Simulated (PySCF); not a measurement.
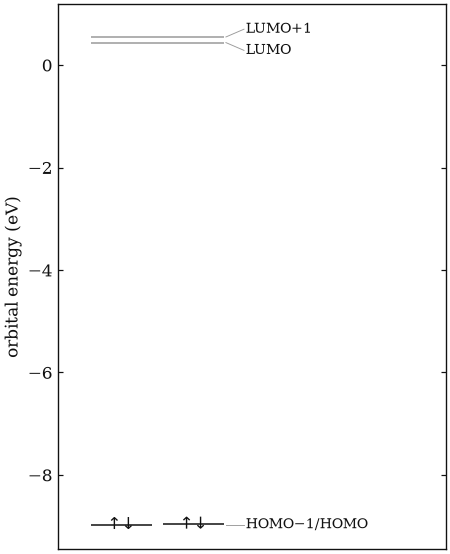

Kohn-Sham orbital energies near the frontier, CAM-B3LYP/def2-SVPD, PySCF, at a PBE0-D3(BJ)/def2-SVP geometry (no frequency check), isolated molecule; empty levels in grey, levels within 0.03 eV side by side.

### Which molecule has this level scheme?
A. C₂H₄F₂, SMILES FCCF
B. C₃H₉Al (trimethylaluminum), SMILES [CH3][Al]([CH3])[CH3], singlet
C. C₁₃H₇N (1-cyanoacenaphthylene), SMILES N#CC1=Cc2cccc3cccc1c23

Option B. HOMO −8.96 eV, LUMO 0.44 eV, separation 9.40 eV.

Note: empty levels above zero depend strongly on the basis.
